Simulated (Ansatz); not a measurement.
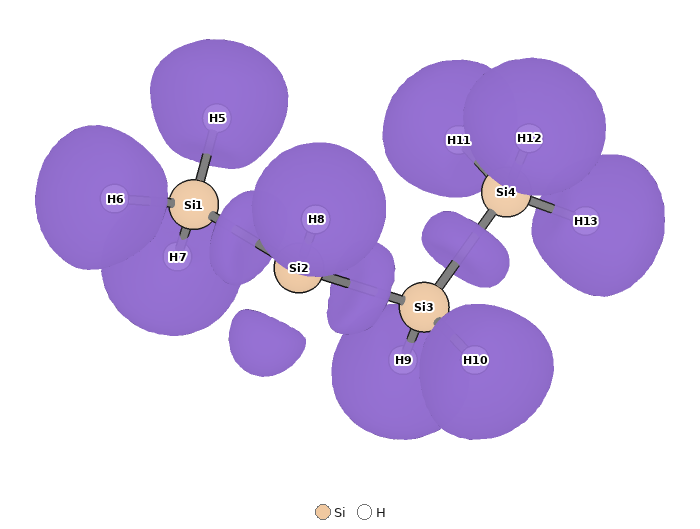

Figure. H₉Si₄ (SMILES [SiH3][SiH][SiH2][SiH3]) (doublet). Isosurface of the ELF at 0.85 (purple), seen at a tilt. Core shells and regions of very low density are left out.

Geometry: B3LYP/6-31G*.

Level of theory: isolated molecule in a Gaussian basis; Kohn-Sham density functional theory, functional PBE0 (Ansatz 0.2.0).

```xyz
13

Si   -0.7978    0.8621    2.3096
Si    1.5425    0.9179    2.1734
Si    2.5439    0.3383    0.1356
Si    2.1639    1.9071   -1.5859
H    -1.4460    1.9422    1.5099
H    -1.2247    1.0198    3.7272
H    -1.2940   -0.4476    1.8054
H     2.0915    2.2019    2.7097
H     2.0177   -0.9904   -0.2917
H     4.0144    0.1934    0.3432
H     0.7040    2.0341   -1.8507
H     2.6862    3.2438   -1.1896
H     2.8373    1.4925   -2.8494
```

### Where are the electrons localised?

The ELF exceeds this value in three regions between bonded Si–Si atoms (shared pairs), nine regions around hydrogen nuclei and one lobe on Si, pointing away from the bonds (non-bonding electrons). Profiles from the grid: Si–Si (2.34 Å): the ELF peaks at about 1 between the atoms; a covalent bond. Si–H (1.49 Å): the ELF climbs to about 1 towards the hydrogen, as it does in any bond to H.
